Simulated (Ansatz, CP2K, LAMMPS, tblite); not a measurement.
# Liquid mixture of tetramethylsilane and dimethyl sulfoxide at 300 K (95 atoms) in CP2K, part 4 of 4

Aim: run liquid mixture of tetramethylsilane and dimethyl sulfoxide at 300 K (95 atoms) in CP2K and see how near its forces come to a plane-wave reference, and at what cost.

Program: CP2K 2026.2; the method stands at each step. Banners, paths, timers and routine set-up lines are dropped from the logs unmarked, and long logs keep their key lines alone; longer cuts are marked.

So far. Step 10 (PBE, SZV-MOLOPT-SR, 600/50 Ry, TC2 filter 1e-04, SCF …): Against the first run (8.6 %), the force difference from the reference is 162 %, at 0.16 times the CPU time (on 1 against 4 cores) (4 SCF steps against 20).

### 11. PBE, DZVP-UZH, 210/50 Ry, diagonalisation

Method: Kohn-Sham DFT, PBE, GTH-PBE pseudopotentials, Gaussian and plane waves, DZVP-MOLOPT (UZH set), diagonalisation.

The input, input.inp:

```
&GLOBAL
  PROJECT cell
  RUN_TYPE ENERGY_FORCE
  PRINT_LEVEL LOW
&END GLOBAL
&FORCE_EVAL
  METHOD QS
  STRESS_TENSOR ANALYTICAL
  &DFT
    BASIS_SET_FILE_NAME BASIS_MOLOPT_UZH
    POTENTIAL_FILE_NAME POTENTIAL_UZH
    &MGRID
      CUTOFF 210
      REL_CUTOFF 50
    &END MGRID
    &QS
      EPS_DEFAULT 1.0E-12
    &END QS
    &SCF
      SCF_GUESS ATOMIC
      EPS_SCF 1.0E-06
      MAX_SCF 200
      ADDED_MOS 14
      &DIAGONALIZATION
        ALGORITHM STANDARD
      &END DIAGONALIZATION
      &SMEAR ON
        METHOD FERMI_DIRAC
        ELECTRONIC_TEMPERATURE [K] 580
      &END SMEAR
      &MIXING
        METHOD BROYDEN_MIXING
        ALPHA 0.3
        NBROYDEN 8
      &END MIXING
      &PRINT
        &RESTART OFF
        &END RESTART
      &END PRINT
    &END SCF
    &XC
      &XC_FUNCTIONAL PBE
      &END XC_FUNCTIONAL
    &END XC
    &PRINT
      &MULLIKEN ON
      &END MULLIKEN
      &HIRSHFELD ON
        SHAPE_FUNCTION DENSITY
      &END HIRSHFELD
      &MO ON
        EIGENVALUES T
        OCCUPATION_NUMBERS T
        MO_INDEX_RANGE 82 105
        &EACH
          QS_SCF 0
        &END EACH
        ADD_LAST NUMERIC
      &END MO
    &END PRINT
  &END DFT
  &SUBSYS
    &CELL
      A 10.75553 0.00000 0.00000
      B 0.00000 10.75553 0.00000
      C 0.00000 0.00000 10.75553
    &END CELL
    &TOPOLOGY
      COORD_FILE_NAME structure.xyz
      COORD_FILE_FORMAT XYZ
    &END TOPOLOGY
    &KIND C
      BASIS_SET DZVP-MOLOPT-PBE-GTH-q4
      POTENTIAL GTH-PBE-q4
    &END KIND
    &KIND Si
      BASIS_SET DZVP-MOLOPT-PBE-GTH-q4
      POTENTIAL GTH-PBE-q4
    &END KIND
    &KIND H
      BASIS_SET DZVP-MOLOPT-PBE-GTH-q1
      POTENTIAL GTH-PBE-q1
    &END KIND
    &KIND S
      BASIS_SET DZVP-MOLOPT-PBE-GTH-q6
      POTENTIAL GTH-PBE-q6
    &END KIND
    &KIND O
      BASIS_SET DZVP-MOLOPT-PBE-GTH-q6
      POTENTIAL GTH-PBE-q6
    &END KIND
  &END SUBSYS
  &PRINT
    &FORCES ON
    &END FORCES
    &STRESS_TENSOR ON
    &END STRESS_TENSOR
  &END PRINT
&END FORCE_EVAL
```

The input, structure.xyz:

```xyz
95

[... 95 atom lines left out: the same atoms as in the first run ...]
```

Launch:

```
$ OMP_NUM_THREADS=2 cp2k.psmp -i input.inp > output.txt
```

Numbers of over 12 decimals in the logs are rounded to 6 here.

Log:

```text
CP2K| version string:                                       CP2K version 2026.2
 CP2K| Input file name                                                 input.inp
 GLOBAL| Basis set file name                                    BASIS_MOLOPT_UZH
 GLOBAL| Potential file name                                       POTENTIAL_UZH
 GLOBAL| Run type                                                   ENERGY_FORCE
 GLOBAL| Total number of message passing processes                             1
 GLOBAL| Number of threads for this process                                    2
[... lines left out ...]
                        Smear method:                                FERMI_DIRAC
[... lines left out ...]
 Number of electrons:                                                        186
[... lines left out ...]
  Step     Update method      Time    Convergence         Total energy    Change
[... lines left out ...]
  *** SCF run converged in    20 steps ***
[... lines left out ...]
  Fermi energy:                                                 0.040740
  Total energy:                                              -210.287244
  Total energy (extrapolated to T->0):                       -210.287244
[... lines left out ...]
 MO| E(Fermi):            0.040740 a.u.          1.108597 eV
[... lines left out ...]
     95       H      3       1.000          0.941                         0.059
  Total Charge                                                           -0.000
 !-----------------------------------------------------------------------------!
 ENERGY| Total FORCE_EVAL ( QS ) energy [hartree]           -210.287245
 FORCES| Atomic forces [hartree/bohr]
 FORCES|   Atom     x               y               z               |f|
 FORCES|      1  5.64440531E-03 -6.02056868E-03 -1.42363993E-02   1.64554436E-02
 FORCES|      2  1.20558859E-03 -3.28612754E-02 -3.30021515E-03   3.30485747E-02
 FORCES|      3  1.79767217E-02 -1.26275963E-02  2.33826114E-02   3.20837222E-02
[...]
FORCES|     94  1.39485375E-02  5.71816347E-03  4.17957091E-03   1.56437817E-02
 FORCES|     95  9.54680779E-03 -1.24715081E-04  2.29759778E-02   2.48807687E-02
 FORCES| Sum     5.58543541E-03 -4.92529581E-03 -3.93784570E-03
 FORCES| Total atomic force                                       8.42390980E-03
 STRESS| Analytical stress tensor [bar]
 STRESS|                        x                   y                   z
 STRESS|      x        2.78144216153E+04  -4.16473837464E+02   1.05364416956E+03
 STRESS|      y       -4.16473837464E+02   3.72282940329E+04  -4.18885496586E+03
 STRESS|      z        1.05364416956E+03  -4.18885496586E+03   2.86921207308E+04
 STRESS| 1/3 Trace                                             3.12449454597E+04
```

The job ended after 81 s (2 threads of Arm Neoverse V2, shared host; peak memory 0.82 GiB).

Against the reference:

```
r.m.s. force component                           : 0.7245 eV/Å
r.m.s. difference of force components            : 71.77 meV/Å
longest difference of force vectors              : 730.4 meV/Å
force difference over r.m.s. force               : 10.1 %
slope of forces against the reference's          : 1.014
correlation of force components                  : 0.9952
gap (highest filled to lowest empty level) : 5.076 eV
gap difference                                   : 0.8776 eV
pressure                                         : 3.124 GPa
pressure difference                              : 0.0753 GPa
energy less the same-level run's                 : -0.2159 meV/atom
r.m.s. force difference from the same-level run  : 33.4 meV/Å
```

This is a coarse setting, run to see what it loses.

Against the first run (8.6 %), the force difference from the reference is 10 %, at 0.66 times the CPU time (on 2 against 4 cores): the grid matters here.

### 12. All runs compared

Differences are against the plane-wave reference, forces as r.m.s. over components; share is that over the reference's r.m.s. force, slope the least-squares factor from reference forces to these. Total energies of different programs have different zeros and aren't compared.

```
                                                                     run  Δ force, r.m.s. (meV/Å)  share (%)  slope  Δ pressure (GPa)  Δ gap (eV)  cores  CPU time  memory (GiB)
                                                               reference                        -          -      -                 -           -      4      26 s           1.1
                          CP2K PBE, DZVP-UZH, 600/50 Ry, diagonalisation                     60.9       8.57  1.010            0.0697       0.876      4   3.9 min           3.9
                                          CP2K GFN1-xTB, diagonalisation                      207       29.1  1.039             0.529           -      1     4.7 s          0.21
            CP2K PBE, SZV-MOLOPT-SR, 600/50 Ry, diagonalisation (coarse)                     1151        162  1.620              1.35        1.79      1     2 min           2.8
                                  CP2K PBE, DZVP-UZH, 600/50 Ry, OT DIIS                     60.9       8.57  1.010            0.0697       0.875      4   6.3 min           2.6
       CP2K PBEsol, PBE potentials, DZVP-UZH, 600/50 Ry, diagonalisation                      132       18.6  0.988             0.233       0.814      4     4 min           3.9
                 CP2K PBE, DZVP-UZH, 600/30 Ry, diagonalisation (coarse)                     61.0       8.58  1.010            0.0713       0.875      4   3.2 min           3.9
CP2K PBE, SZV-MOLOPT-SR, 600/50 Ry, TC2 filter 1e-05, SCF 1e-06 (coarse)                     1153        162  1.620              1.35           -      1      51 s           1.4
CP2K PBE, SZV-MOLOPT-SR, 600/50 Ry, TC2 filter 1e-03, SCF 1e-04 (coarse)                     1176        165  1.625              1.36           -      1      27 s           1.4
CP2K PBE, SZV-MOLOPT-SR, 600/50 Ry, TC2 filter 1e-04, SCF 1e-05 (coarse)                     1155        162  1.621              1.35           -      1      38 s           1.4
                 CP2K PBE, DZVP-UZH, 210/50 Ry, diagonalisation (coarse)                     71.8       10.1  1.014            0.0753       0.878      2   2.6 min          0.82
```

Rows marked coarse were listed beforehand as settings not expected to be converged; some can still land near the reference.

CPU time is summed over cores on a shared host, where runs went side by side, so it is rough. Symmetry, cutoffs, thresholds, outputs and thread counts weren't matched or tuned between programs; memory under MPI is the largest rank's times the ranks.

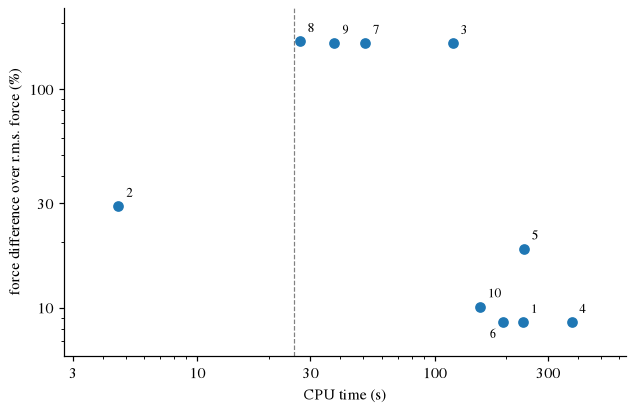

Force difference against CPU time; the dashed line marks the reference's time. Points: 1 CP2K PBE, DZVP-UZH, 600/50 Ry, diagonalisation; 2 CP2K GFN1-xTB, diagonalisation; 3 CP2K PBE, SZV-MOLOPT-SR, 600/50 Ry, diagonalisation; 4 CP2K PBE, DZVP-UZH, 600/50 Ry, OT DIIS; 5 CP2K PBEsol, PBE potentials, DZVP-UZH, 600/50 Ry, diagonalisation; 6 CP2K PBE, DZVP-UZH, 600/30 Ry, diagonalisation; 7 CP2K PBE, SZV-MOLOPT-SR, 600/50 Ry, TC2 filter 1e-05, SCF 1e-06; 8 CP2K PBE, SZV-MOLOPT-SR, 600/50 Ry, TC2 filter 1e-03, SCF 1e-04; 9 CP2K PBE, SZV-MOLOPT-SR, 600/50 Ry, TC2 filter 1e-04, SCF 1e-05; 10 CP2K PBE, DZVP-UZH, 210/50 Ry, diagonalisation.

Mean charges by element (e), by run and scheme:

```
                                                              run     scheme      C     Si      H      S      O
                                                        reference     Löwdin  -0.78  +1.25  +0.20  +1.24  -0.78
                   CP2K PBE, DZVP-UZH, 600/50 Ry, diagonalisation   Mulliken  -0.48  +0.76  +0.10  +0.37  -0.47
                   CP2K PBE, DZVP-UZH, 600/50 Ry, diagonalisation  Hirshfeld  -0.21  +0.37  +0.04  +0.33  -0.30
                                   CP2K GFN1-xTB, diagonalisation   Mulliken  -0.19  +0.24  +0.05  +0.28  -0.48
                           CP2K PBE, DZVP-UZH, 600/50 Ry, OT DIIS   Mulliken  -0.48  +0.76  +0.10  +0.37  -0.47
                           CP2K PBE, DZVP-UZH, 600/50 Ry, OT DIIS  Hirshfeld  -0.21  +0.37  +0.04  +0.33  -0.30
CP2K PBEsol, PBE potentials, DZVP-UZH, 600/50 Ry, diagonalisation   Mulliken  -0.50  +0.74  +0.11  +0.36  -0.47
CP2K PBEsol, PBE potentials, DZVP-UZH, 600/50 Ry, diagonalisation  Hirshfeld  -0.21  +0.36  +0.04  +0.33  -0.30
```

The reference's Löwdin charges lack the electrons that the projection spills, 0.028 e an atom on average.

Within one program, basis, potentials and functional, energies share a zero. Each run against its twin at the usual cutoff or grid and solver:

```
                                                            run                                       twin  Δ energy (meV/atom)  Δ force, r.m.s. (meV/Å)         CPU time over the twin's
                         CP2K PBE, DZVP-UZH, 600/50 Ry, OT DIIS       DZVP-UZH, 600/50 Ry, diagonalisation                    0                    0.118                              1.6
                 CP2K PBE, DZVP-UZH, 600/30 Ry, diagonalisation       DZVP-UZH, 600/50 Ry, diagonalisation              -0.0188                    0.535                             0.82
CP2K PBE, SZV-MOLOPT-SR, 600/50 Ry, TC2 filter 1e-05, SCF 1e-06  SZV-MOLOPT-SR, 600/50 Ry, diagonalisation              -0.0199                     3.83                             0.42
CP2K PBE, SZV-MOLOPT-SR, 600/50 Ry, TC2 filter 1e-03, SCF 1e-04  SZV-MOLOPT-SR, 600/50 Ry, diagonalisation                 1.45                     32.9                             0.23
CP2K PBE, SZV-MOLOPT-SR, 600/50 Ry, TC2 filter 1e-04, SCF 1e-05  SZV-MOLOPT-SR, 600/50 Ry, diagonalisation               -0.256                     8.34                             0.32
                 CP2K PBE, DZVP-UZH, 210/50 Ry, diagonalisation       DZVP-UZH, 600/50 Ry, diagonalisation               -0.216                     33.4  0.66 (this twin ran on 4 cores)
```

### 13. What came out

| Quantity | Value |
| --- | --- |
| nearest in forces | a tie at 8.6 % of 3 runs: CP2K PBE, DZVP-UZH, 600/50 Ry, diagonalisation; CP2K PBE, DZVP-UZH, 600/50 Ry, OT DIIS; CP2K PBE, DZVP-UZH, 600/30 Ry, diagonalisation (coarse) |

The PBE runs in local orbitals, coarse settings apart, differ by 8.6 % in each run; basis, grid and potentials can all enter. Tight binding differs by 29 % (CP2K GFN1-xTB, diagonalisation); it is another model, with fitted parameters of its own, and the xTB methods hold dispersion. Rows with another functional or a dispersion term differ by 19 % (CP2K PBEsol, PBE potentials, DZVP-UZH, 600/50 Ry, diagonalisation), which mixes the change of model with differences of basis and potentials, some of them made for another functional. CP2K GFN1-xTB, diagonalisation needed 76 SCF steps, so its time overstates the method's usual cost. Runs with settings chosen to be coarse differ by 8.6 % (CP2K PBE, DZVP-UZH, 600/30 Ry, diagonalisation) to 165 % (CP2K PBE, SZV-MOLOPT-SR, 600/50 Ry, TC2 filter 1e-03, SCF 1e-04), their programs' other errors included. One electronic-structure run takes under half the reference's CPU time: CP2K GFN1-xTB, diagonalisation, at 29 % in 4.7 s against 26 s. At the same functional, gaps differ from the reference's 4.20 eV by between +0.87 and +1.79 eV. A likely cause of the wide gaps: compact atomic orbitals describe empty levels worse than filled ones. Charges hang on model, scheme and program or settings: among these rows the mean for Si runs from +0.24 to +1.25 e. With TC2, tightening the sparsity filter from 1e-03 to 1e-05, and the SCF threshold with it, takes the force difference from the cubic solver from 33 to 3.8 meV/Å, and the CPU time from 0.23 to 0.42 times the cubic solver's. Periodic xTB results under one method name differ between programs and library versions. The network of contacts between molecules at the start is that of the classical potential that made the cell, and needn't be the one that DFT or experiment would give. The reference's PBE has no dispersion term, which matters for the binding between molecules or layers. The density was typed from a rule of thumb and may lie off the real one at this temperature. The electronic-structure runs sample only Γ, in a cell whose shortest periodic width is 11 Å.

[Also dropped from logs without a mark: logging warnings of Python, and SIESTA's first energy breakdown and zero terms.]

[Logs are printed without paths, hosts, clocks, repeated set-up lines and the standing remarks that a program may print on its own settings, such as how far it seeks lower states.]

[Hosts, paths, dates, database ids (printed as entryN), source tags and the programs' standing remarks are cut or masked in the printed files.]
